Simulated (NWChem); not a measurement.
**doublet [C2H4O2]+ at 3 levels**

We compute a comparison of 3 runs (UHF/def2-SVPD, UBLYP/def2-SVPD, UMP2/def2-SVPD) of doublet [C2H4O2]+. 

The results are computed with NWChem 7.3.0.

2 further runs of the same task are left out: 2 that didn't finish.

### Step 1. Starting point

[C2H4O2]+ has 8 atoms, charge +1, and is taken as a doublet. SMILES of the parent species: `O=CCO`. The shape is that of a PBE0-D4/def2-TZVP optimisation. That shape belongs to the parent species and isn't relaxed for this state.

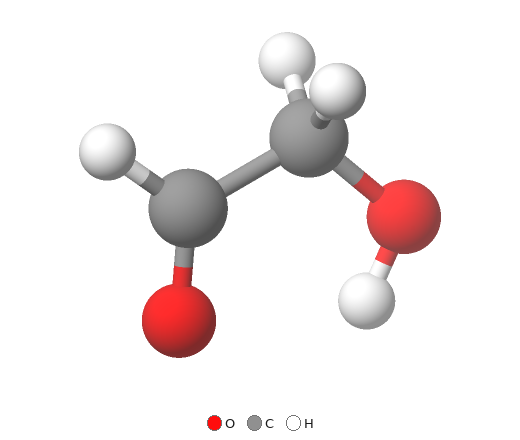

The structure, seen from a chosen angle (oxygen red, carbon grey, hydrogen white).

### Step 2. The energy at UHF/def2-SVPD (run 1)

Contents of input.nw:

```
start input
memory total 2200 mb
charge 1

geometry noautosym nocenter noautoz
   O    -0.677400   -0.184900   -1.577900
   C     0.186000    0.292000   -0.889600
   C     0.244700    0.041200    0.584700
   O    -0.787900   -0.777200    1.017500
   H     0.977600    0.938900   -1.315800
   H     1.230800   -0.397100    0.808100
   H     0.225200    1.020400    1.089600
   H    -1.306900   -0.990500    0.227600
end

basis spherical bse
   * library def2-SVPD
end

scf
   doublet
   uhf
   thresh 1e-08
   maxiter 80
   print medium
end

task scf energy
```

On the command line:

```
$ nwchem input.nw > input.out
```

Standard output:

```text
[...]
  functions       =   118
[...]
  wavefunction    = UHF
[...]
         Total SCF energy =   -227.254774108910
      One electron energy =   -540.146871090760
      Two electron energy =    192.614197372085
 Nuclear repulsion energy =    120.277899609765
                       Sz =      0.5000
                 Sz(Sz+1) =      0.7500
                      S^2 =      0.7757
[...]
```

It took 50 s on 1 thread of AMD EPYC 9R45 (Zen 5), shared host; peak memory 0.1 GiB.

### Step 3. The energy at UBLYP/def2-SVPD (run 2)

Contents of geom.nw:

```
start geom
title "C2H4O2 energy"
memory stack 880 mb heap 220 mb global 1100 mb
charge 1
geometry noautosym nocenter noautoz
  O     -0.677400    -0.184900    -1.577900
  C      0.186000     0.292000    -0.889600
  C      0.244700     0.041200     0.584700
  O     -0.787900    -0.777200     1.017500
  H      0.977600     0.938900    -1.315800
  H      1.230800    -0.397100     0.808100
  H      0.225200     1.020400     1.089600
  H     -1.306900    -0.990500     0.227600
end
basis "ao basis" spherical bse
  O library def2-SVPD
  C library def2-SVPD
  H library def2-SVPD
end
dft
  xc becke88 lyp
  mult 2
  grid fine
  convergence energy 1e-08
  iterations 100
  mulliken
  print low
end
task dft
```

On the command line:

```
$ nwchem geom.nw > geom.out
```

Standard output:

```text
[...]
 d= 0,ls=0.0,diis     1   -228.1920263807 -3.48D+02  1.83D-02  5.60D-01     2.1
[...]
 d= 0,ls=0.5,diis    90   -228.4597711134 -7.30D-09  2.58D-07  3.01D-08   169.9
[...]
         Total DFT energy =     -228.459771119312
      One electron energy =     -540.722646703818
           Coulomb energy =      221.022228843408
    Exchange-Corr. energy =      -29.037252868668
 Nuclear repulsion energy =      120.277899609765
[...]
      Total Density - Mulliken Population Analysis
     ---------------------------------------------
    Atom       Charge   Shell Charges
 -----------   ------   -------------------------------------------------------
    1 O    8     8.05   1.99  1.16  0.64  0.03  2.77  1.34  0.06  0.02  0.04
    2 C    6     5.53   1.98  1.03  0.00 -0.06  2.03  0.32  0.07  0.14
    3 C    6     5.31   1.98  0.99 -0.53  0.17  2.13  0.46  0.06  0.06
    4 O    8     8.10   1.99  1.14  0.60  0.03  2.84  1.41  0.05  0.01  0.04
    5 H    1     1.23   0.72  0.47  0.02  0.01
    6 H    1     1.02   0.72  0.25  0.02  0.02
    7 H    1     1.03   0.74  0.25  0.02  0.02
    8 H    1     0.73   0.69 -0.04  0.06  0.01
[...]
      <S2> =      0.7531 (Exact =     0.7500)
[...]
```

Run time: 2.9 min. Hardware: 1 thread of AMD EPYC 9R45 (Zen 5), shared host; peak memory 0.12 GiB.

### Step 4. A single-point energy at UMP2/def2-SVPD (run 3)

Contents of run.py:

```python
from ase import Atoms
from ase.calculators.nwchem import NWChem

system = Atoms(['O', 'C', 'C', 'O', 'H', 'H', 'H', 'H'], positions=[
    [-0.677400, -0.184900, -1.577900],
    [0.186000, 0.292000, -0.889600],
    [0.244700, 0.041200, 0.584700],
    [-0.787900, -0.777200, 1.017500],
    [0.977600, 0.938900, -1.315800],
    [1.230800, -0.397100, 0.808100],
    [0.225200, 1.020400, 1.089600],
    [-1.306900, -0.990500, 0.227600],
])

calc = NWChem(
    label='mol',
    theory='mp2',
    memory='2200 mb',
    basis='def2-SVPD',
    basispar='spherical bse',
    charge=1,
    scf={'nopen': '1', 'uhf': None, 'thresh': '1e-08', 'maxiter': '80'},
    mp2={'freeze': 'core 4', 'tight': None},
    task='energy',
)
system.calc = calc

print(f"energy = {system.get_potential_energy():.6f} eV")
```

On the command line:

```
$ export ASE_NWCHEM_COMMAND="nwchem PREFIX.nwi > PREFIX.nwo"
$ python run.py
```

Standard output:

```text
energy = -6200.375358 eV
```

The calculator wrote mol.nwi:

```
title "mol"

permanent_dir mol

scratch_dir mol

start mol

geometry units angstrom nocenter noautosym noautoz
  O  -6.7740000000000000e-01 -1.8490000000000001e-01 -1.5779000000000001e+00
  C  1.8600000000000000e-01 2.9199999999999998e-01 -8.8959999999999995e-01
  C  2.4470000000000000e-01 4.1200000000000001e-02 5.8470000000000000e-01
  O  -7.8790000000000004e-01 -7.7720000000000000e-01 1.0175000000000001e+00
  H  9.7760000000000002e-01 9.3889999999999996e-01 -1.3158000000000001e+00
  H  1.2307999999999999e+00 -3.9710000000000001e-01 8.0810000000000004e-01
  H  2.2520000000000001e-01 1.0204000000000000e+00 1.0895999999999999e+00
  H  -1.3069000000000000e+00 -9.9050000000000005e-01 2.2760000000000000e-01
end

charge 1

memory 2200 mb

basis spherical bse noprint
   * library def2-SVPD
end

scf
  nopen 1
  uhf
  thresh 1e-08
  maxiter 80
end
mp2
  freeze core 4
  tight
end

task mp2 energy
```

mol.nwo:

```text
Northwest Computational Chemistry Package (NWChem) 7.3.0
             --------------------------------------------------------

           Job information
           ---------------

    nwchem branch   = 7.3.0
    use scalapack   = T
    input           = mol.nwi
    prefix          = mol.
    data base       = mol/mol.db
    status          = startup
    nproc           =        1

           Memory information
           ------------------

    heap     =     72089594 doubles =      550.0 Mbytes
    stack    =     72089599 doubles =      550.0 Mbytes
    global   =    144179200 doubles =     1100.0 Mbytes (distinct from heap & stack)
    total    =    288358393 doubles =     2200.0 Mbytes
    verify   = yes
    hardfail = no

[... 136 lines left out ...]
 Convergence threshold     :          1.000E-08
[... 18 lines left out ...]
       Final UHF  results
[... 3 lines left out ...]
      One electron energy =   -540.146871090681
[... 1 line left out ...]
 Nuclear repulsion energy =    120.277899609765
[... 38 lines left out ...]
          Final beta eigenvalues
[... 421 lines left out ...]
                     UHF Final Beta Molecular Orbital Analysis
[... 505 lines left out ...]
          -------------------------------------------
          SCF energy                -227.254774108840
          Correlation energy          -0.604819397357
          Singlet pairs                0.000000000000
          Triplet pairs                0.000000000000
          Total MP2 energy          -227.859593506197
          -------------------------------------------

          ---------------------------------------------------
                    Spin Component Scaled (SCS) MP2
          Same spin pairs                     -0.153737319815
          Same spin scaling factor             0.333333333333
          Opposite spin pairs                 -0.451082077542
          Opposite spin scaling fact.          1.200000000000
          SCS-MP2 correlation energy          -0.592544266322
          Total SCS-MP2 energy              -227.847318375162
          ---------------------------------------------------

 -----------------------
 Task  times  cpu:       52.5s     wall:       52.5s
 Total times  cpu:       52.5s     wall:       52.5s
```

Run time: 53 s. Hardware: 1 thread of AMD EPYC 9R45 (Zen 5), shared host; peak memory 0.42 GiB.

### Step 5. All runs side by side

```tsv
run	level	iteration cap	module	energy (Eh)	HOMO energy (eV)	LUMO energy (eV)	⟨S²⟩	wall time
1	UHF/def2-SVPD	80	scf	-227.254774	-18.69	-7.20	0.776	50 s
2	UBLYP/def2-SVPD	100	dft	-228.459771	–	–	0.753	2.9 min
3	UMP2/def2-SVPD	80	mp2	-227.859594	-18.69	-7.20	0.776	53 s
```

### Step 6. Summary of results

| quantity | value |
| --- | --- |
| run 3: total energy | -227.85959 Eh |
| run 3: HOMO energy (Hartree–Fock orbitals) (highest over α and β) | -18.69 eV |
| run 3: LUMO energy (Hartree–Fock orbitals) (lowest over α and β) | -7.20 eV |
| run 3: correlation energy (4 core orbitals frozen) | -604.8 mEh |
| run 3: ⟨S²⟩ of the reference determinant | 0.776 |

All runs together took 4.6 min, the longest 2.9 min.
